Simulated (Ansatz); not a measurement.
A ladder of methods for CH2NP (SMILES NC#P)

CH2NP: 5 atoms, total charge 0, spin state singlet. SMILES: `NC#P`. Geometry: relaxed at GFN2-xTB.

| atom | x (Å) | y (Å) | z (Å) |
| --- | --- | --- | --- |
| N | -0.2497 | 0.4788 | -0.3770 |
| C | 0.3941 | -0.4798 | 0.2710 |
| P | 1.2234 | -1.5949 | 0.9756 |
| H | -1.0463 | 0.2136 | -0.9390 |
| H | -0.3215 | 1.3823 | 0.0694 |

Each level gives the energy change with the C2–P3 bond stretched from 1.558 to 1.948 Å (eV). The values are calculated.

```tsv
level	kind	program	value (eV)	less FCI/STO-3G	CPU time (all runs)
SVWN5/STO-3G (restricted)	LDA	Ansatz	3.01	+0.32	1.2 s
revPBE/STO-3G (restricted)	GGA	Ansatz	2.77	+0.08	1.9 s
r2SCAN/STO-3G (restricted)	meta-GGA	Ansatz	3.11	+0.42	4.4 s
BHLYP/STO-3G (restricted)	global hybrid	Ansatz	3.64	+0.95	1.9 s
CAM-B3LYP/STO-3G (restricted)	range-separated hybrid	Ansatz	3.47	+0.78	2.2 s
wB97X/STO-3G (restricted)	range-separated hybrid	Ansatz	3.64	+0.95	8.4 s
RPA@PBE/STO-3G (restricted)	RPA	Ansatz	2.70	+0.01	2.8 s
MP2/STO-3G (restricted)	perturbation theory	Ansatz	4.57	+1.88	0.28 s
CCSD/STO-3G (restricted)	coupled cluster or CI	Ansatz	2.92	+0.23	0.32 s
FCI/STO-3G	exact in the basis	Ansatz	2.69	0.00	1.7 min
```

FCI/STO-3G is exact within its basis and frozen core, so for wave-function methods in that basis the difference is their error; functionals converge differently with the basis, so for them it is only a difference. The first shape isn't each level's own minimum. The values span 2.69 to 4.57 eV. All rows use very small basis sets, so none should be taken for the real molecule's value. CPU times are rough (shared hosts, several kinds of processor and program).

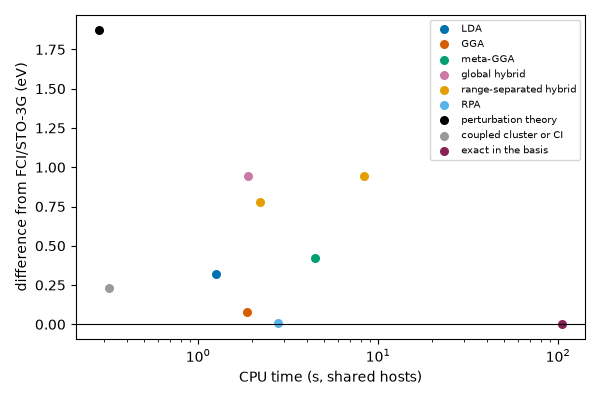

Difference from FCI/STO-3G against processor time, one point a level.
